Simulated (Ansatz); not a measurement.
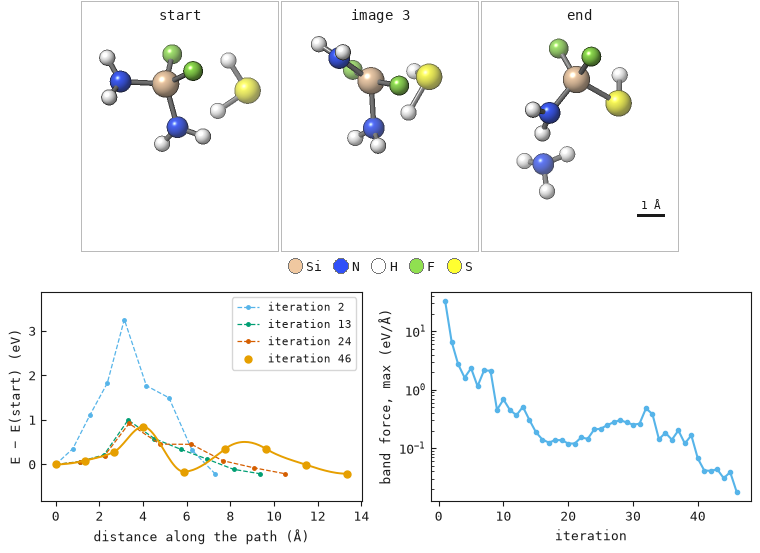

A nudged-elastic-band calculation for SiN₂H₆SF₂, made up at the start of SiN2H4F2 and H₂S. Images are numbered from 0 (start) to 8 (end). The plot follows the band through its iterations. The picture is a ball-and-stick view, seen at a tilt.

All numbers below come from RKS PBE-D4/def2-SVP (Ansatz). Run with 7 movable images; climbing image; force threshold 0.03 eV/Å; iteration limit 60; spring constant 50.0 eV/Å²; starting path through a guess of the saddle point.

Did the band converge, and can the barrier be trusted?

Answer. The run is converged, with reservations. The band converged in 46 iterations. The largest component of the band force went from 33 to 0.018 eV/Å. The climbing image converged on the top of the path. Its curvatures weren't checked. The spring constant is far from the usual few eV/Å², which spoils the spacing or the steps. The first iteration put the highest image at 6.92 eV. Forward barrier 0.85 eV, backward barrier 1.06 eV, with image 3 at the top; the reaction energy is −0.21 eV. The profile has 2 maxima (images 3, 6) with a dip at image 4 (−0.16 eV), so the process runs in steps.

Limits of the set-up: the start holds two separate molecules, 2.4 Å apart at their closest, whose relative position is a soft coordinate.
